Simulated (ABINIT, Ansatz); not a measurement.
# KSbS3 (Pm-3m): zone-centre phonons

Wanted: the vibrations of KSbS3 (Pm-3m) at Γ, by two programs.

Calculated with ABINIT 10.8.3; DFT PBEsol, scalar-relativistic, plane waves, PseudoDojo norm-conserving pseudopotentials.

The structure was built from a prototype and need not be the compound's stable phase.

**1. Set-up**

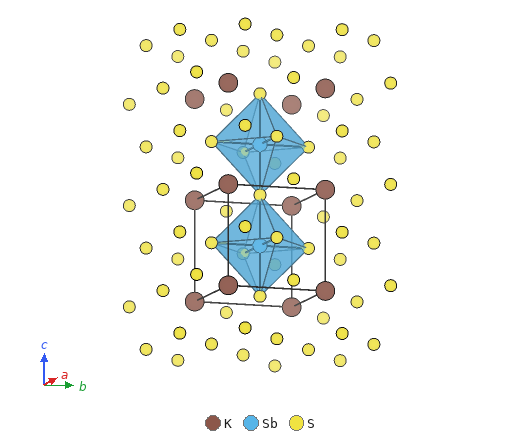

Start, viewed from a free direction; potassium brown, antimony blue, sulfur yellow. 1×1×2 cells are drawn. Some periodic images of atoms are drawn too.

**2. Relaxation**

The harmonic expansion needs vanishing forces, and a free crystal bears no stress, so cell and atoms are brought to rest. Stress is more sensitive to the basis than forces are: the last 3 Ha under the cutoff are smoothed with ecutsm, and the cutoff is raised above that of the later runs.

The starting cell comes from a relaxation made beforehand in Ansatz (PBEsol, PseudoDojo NC).

The input, relax.abi:

```
# relaxation
ionmov 2
optcell 2
dilatmx 1.08
ntime 40
tolmxf 1.0d-05
tolvrs 1.0d-14
prtwf 0
prtden 0
chksymtnons 0

# basis, mesh and filling
ecut 44.0
ecutsm 3.0
ngkpt 6 6 6
nshiftk 1
shiftk 0.0 0.0 0.0
istwfk *1
occopt 3
tsmear 0.01
nband 30
nstep 100
diemac 1000000.0
prtebands 0
prtgsr 0
useylm 1

# cell and atoms
acell 9.559961055 9.559961055 9.559961055
rprim 
    1.0 0.0 0.0
    0.0 1.0 0.0
    0.0 0.0 1.0
ntypat 3
znucl 19 51 16
natom 5
typat 1 2 3 3 3
xred 
    0.0 0.0 0.0
    0.5 0.5 0.5
    0.5 0.5 0.0
    0.5 0.0 0.5
    0.0 0.5 0.5
pp_dirpath "./pseudo"
pseudos "K.upf, Sb.upf, S.upf"
```

Launch:

```console
$ OMP_NUM_THREADS=1 mpirun -n 4 abinit relax.abi > relax.log
```

Numbers of over 12 decimals in the logs are rounded to 6 here.

relax.abo, the main output file:

```text
[banners, grids, parts of the stress and lines that vanish by symmetry left out]
- input  file    -> relax.abi
- output file    -> relax.abo
- root for input  files -> relaxi
[...]
Symmetries : space group Pm -3 m (#221); Bravais cP (primitive cubic)
[...]
mpw =       15419          nfft =      262144          nkpt =          20
[...]
== DATASET  1 ==================================================================
[...]
cutoff_energies: {ecut:  44.0, pawecutdg:  -1.0, }
[...]
ETOT  1  -153.18071229532    -1.532E+02 5.750E-01 1.006E+03
 ETOT  2  -153.86734963350    -6.866E-01 7.851E-03 2.599E+02
 ETOT  3  -153.89373079686    -2.638E-02 4.940E-03 4.296E+00
 ETOT  4  -153.89401045686    -2.797E-04 5.001E-03 1.639E-01
 ETOT  5  -153.89403043449    -1.998E-05 2.134E-03 2.916E-02
[...]
At SCF step   16       vres2   =  2.32E-16 < tolvrs=  1.00E-14 =>converged.
[...]
sigma(1 1)= -2.78949059E-05  sigma(3 2)=  0.00000000E+00
  sigma(2 2)= -2.78949059E-05  sigma(3 1)=  0.00000000E+00
  sigma(3 3)= -2.78949059E-05  sigma(2 1)=  0.00000000E+00
[...]
convergence: {deltae: -1.168E-11, res2:  2.321E-16, residm:  4.940E-04, diffor: null, }
etotal    :  -1.53894032E+02
[...]
ETOT  1  -153.89374226164    -1.539E+02 2.657E-04 6.221E+00
[...]
At SCF step   14       vres2   =  3.79E-16 < tolvrs=  1.00E-14 =>converged.
[...]
sigma(1 1)= -2.39658313E-05  sigma(3 2)=  0.00000000E+00
  sigma(2 2)= -2.39658313E-05  sigma(3 1)=  0.00000000E+00
  sigma(3 3)= -2.39658313E-05  sigma(2 1)=  0.00000000E+00
[...]
convergence: {deltae:  2.720E-11, res2:  3.794E-16, residm:  2.075E-05, diffor: null, }
etotal    :  -1.53894088E+02
[...]
ETOT  1  -153.88073882354    -1.539E+02 1.375E-04 2.410E+02
[...]
At SCF step   15       vres2   =  3.77E-15 < tolvrs=  1.00E-14 =>converged.
[...]
sigma(1 1)= -6.74025251E-07  sigma(3 2)=  0.00000000E+00
  sigma(2 2)= -6.74025251E-07  sigma(3 1)=  0.00000000E+00
  sigma(3 3)= -6.74025251E-07  sigma(2 1)=  0.00000000E+00
[...]
convergence: {deltae:  7.219E-12, res2:  3.775E-15, residm:  3.759E-05, diffor: null, }
etotal    :  -1.53894255E+02
[...]
ETOT  1  -153.89424353899    -1.539E+02 2.732E-05 2.060E-01
[...]
ETOT 11  -153.89425512364     1.933E-12 4.004E-06 9.400E-14
 ETOT 12  -153.89425512364     8.640E-12 6.389E-06 4.382E-15
 At SCF step   12       vres2   =  4.38E-15 < tolvrs=  1.00E-14 =>converged.
[...]
sigma(1 1)= -1.72681077E-08  sigma(3 2)=  0.00000000E+00
  sigma(2 2)= -1.72681077E-08  sigma(3 1)=  0.00000000E+00
  sigma(3 3)= -1.72681077E-08  sigma(2 1)=  0.00000000E+00
[...]
convergence: {deltae:  8.640E-12, res2:  4.382E-15, residm:  6.389E-06, diffor: null, }
etotal    :  -1.53894255E+02
[...]
At Broyd/MD step   4, gradients are converged :
[...]
sigma(1 1)= -1.72681077E-08  sigma(3 2)=  0.00000000E+00
  sigma(2 2)= -1.72681077E-08  sigma(3 1)=  0.00000000E+00
  sigma(3 3)= -1.72681077E-08  sigma(2 1)=  0.00000000E+00
[...]
- sigma(1 1)= -5.08045270E-04  sigma(3 2)=  0.00000000E+00
- sigma(2 2)= -5.08045270E-04  sigma(3 1)=  0.00000000E+00
- sigma(3 3)= -5.08045270E-04  sigma(2 1)=  0.00000000E+00
[...]
fcart     -0.0000000000E+00 -0.0000000000E+00 -0.0000000000E+00
           strten     -1.7268107730E-08 -1.7268107731E-08 -1.7268107730E-08
================================================================================

[key lines of the parts left out:]
pressure_GPa:   5.0805E-04
Total energy (etotal) [Ha]= -1.53894255123636E+02
```

Wall time 6.7 min (4 MPI ranks of Arm Neoverse V2, shared host); 27 min of CPU time.

The steps of the relaxation:

```
step  energy less that of the first step (eV)  largest force (eV/Å)  volume (Å³)
   1                                   0.0000                0.0000       129.47
   2                                  -0.0015                0.0000       129.80
   3                                  -0.0061                0.0000       131.83
   4                                  -0.0061                0.0000       131.89
```

```
conventional cell, symmetrised  before  after  change
                         a (Å)   5.059  5.090  +0.6 %
                         b (Å)   5.059  5.090  +0.6 %
                         c (Å)   5.059  5.090  +0.6 %
              volume (Å³/atom)   25.89  26.38  +1.9 %
```

Final coordinates:

```xyz
5
Lattice="5.0902 0.0000 0.0000 0.0000 5.0902 0.0000 0.0000 0.0000 5.0902" Properties=species:S:1:pos:R:3 pbc="T T T"
K     0.0000    0.0000    0.0000
Sb    2.5451    2.5451    2.5451
S     2.5451    2.5451    0.0000
S     2.5451    0.0000    2.5451
S     0.0000    2.5451    2.5451
```

Numbers from this step:

```
volume per atom   : 26.38 Å³
pressure          : 5.08e-4 GPa
gap on the k-mesh : 0 eV
```

The volume changes by +1.9 % from the cell with which this run began.

**3. Self-consistent run for the response**

The response is built on these wavefunctions, so the potential is converged far more tightly than an energy would need. Occupations are smeared.

The input, gs.abi:

```
# ground state
tolvrs 1.0d-16
prtden 1
prtwf 1

# basis, mesh and filling
ecut 36.0
ngkpt 6 6 6
nshiftk 1
shiftk 0.0 0.0 0.0
istwfk *1
occopt 3
tsmear 0.01
nband 30
nstep 100
diemac 1000000.0
prtebands 0
prtgsr 0
useylm 1

# cell and atoms
acell 9.619104508 9.619104508 9.619104508
rprim 
    1.0 0.0 0.0
    0.0 1.0 0.0
    0.0 0.0 1.0
ntypat 3
znucl 19 51 16
natom 5
typat 1 2 3 3 3
xred 
    0.0 0.0 0.0
    0.5 0.5 0.5
    0.5 0.5 0.0
    0.5 0.0 0.5
    0.0 0.5 0.5
pp_dirpath "./pseudo"
pseudos "K.upf, Sb.upf, S.upf"
```

Launch:

```console
$ OMP_NUM_THREADS=1 mpirun -n 4 abinit gs.abi > gs.log
```

gs.abo, the main output file:

```text
[banners, grids, parts of the stress and lines that vanish by symmetry left out]
- input  file    -> gs.abi
- output file    -> gs.abo
- root for input  files -> gsi
[...]
Symmetries : space group Pm -3 m (#221); Bravais cP (primitive cubic)
[...]
mpw =        9220          nfft =      157464          nkpt =          20
[...]
== DATASET  1 ==================================================================
[...]
cutoff_energies: {ecut:  36.0, pawecutdg:  -1.0, }
[...]
ETOT  1  -153.23083884814    -1.532E+02 5.238E-01 6.031E+02
 ETOT  2  -153.86632754898    -6.355E-01 1.114E-02 1.593E+02
 ETOT  3  -153.89332373839    -2.700E-02 4.458E-03 2.379E+00
 ETOT  4  -153.89357685567    -2.531E-04 2.747E-03 1.137E-01
 ETOT  5  -153.89359898529    -2.213E-05 1.455E-03 1.553E-02
[...]
ETOT 16  -153.89359997910     4.377E-12 1.581E-04 1.348E-16
 ETOT 17  -153.89359997910     4.121E-12 1.125E-04 2.940E-17
 At SCF step   17       vres2   =  2.94E-17 < tolvrs=  1.00E-16 =>converged.
[...]
sigma(1 1)=  1.16389141E-05  sigma(3 2)=  0.00000000E+00
  sigma(2 2)=  1.16389141E-05  sigma(3 1)=  0.00000000E+00
  sigma(3 3)=  1.16389141E-05  sigma(2 1)=  0.00000000E+00
[...]
convergence: {deltae:  4.121E-12, res2:  2.940E-17, residm:  1.125E-04, diffor: null, }
etotal    :  -1.53893600E+02
[...]
sigma(1 1)=  1.16389141E-05  sigma(3 2)=  0.00000000E+00
  sigma(2 2)=  1.16389141E-05  sigma(3 1)=  0.00000000E+00
  sigma(3 3)=  1.16389141E-05  sigma(2 1)=  0.00000000E+00
[...]
- sigma(1 1)=  3.42428676E-01  sigma(3 2)=  0.00000000E+00
- sigma(2 2)=  3.42428676E-01  sigma(3 1)=  0.00000000E+00
- sigma(3 3)=  3.42428676E-01  sigma(2 1)=  0.00000000E+00
[...]
fcart     -0.0000000000E+00 -0.0000000000E+00 -0.0000000000E+00
           strten      1.1638914130E-05  1.1638914130E-05  1.1638914130E-05
================================================================================

[key lines of the parts left out:]
pressure_GPa:  -3.4243E-01
```

Wall time 82 s (4 MPI ranks).

Numbers from this step:

```
pressure : -0.3424 GPa
```

The cell stands at -0.34 GPa: the relaxation ran with a smoothed and higher cutoff, and the difference is a stress of the finite basis.

(Part 1 of 5 ends here.)

[Host names and launcher messages were left out of these logs when they were recorded.]

[Logs are printed without paths, hosts, clocks, repeated set-up lines and the standing remarks that a program may print on its own settings, such as how far it seeks lower states.]

[Hosts, paths, dates, database ids (printed as entryN), source tags and the programs' standing remarks are cut or masked in the printed files.]
